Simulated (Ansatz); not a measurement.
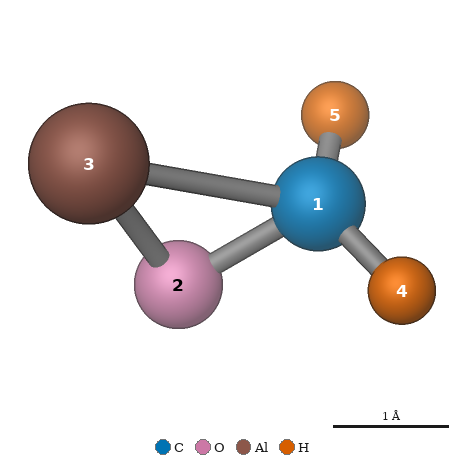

Source: calculation with Ansatz.

Orthographic view. Depth is shown by fading: the farther an atom, the more it takes the colour of the background. The species is neutral and a spin doublet. Geometry: atoms displaced at random (about 0.13 Å) from a stationary point of GFN2-xTB.

Write a Z-matrix (Å, degrees) in the order of the atom numbers, with these reference atoms: 2 to 1; 3 to 2, 1; 4 to 1, 2, 3; 5 to 1, 4, 2.

```
C  
O    1   1.461
Al   2   1.758   1    85.3
H    1   1.161   2   108.5   3   117.0
H    1   1.027   4   132.0   2  -140.1
```
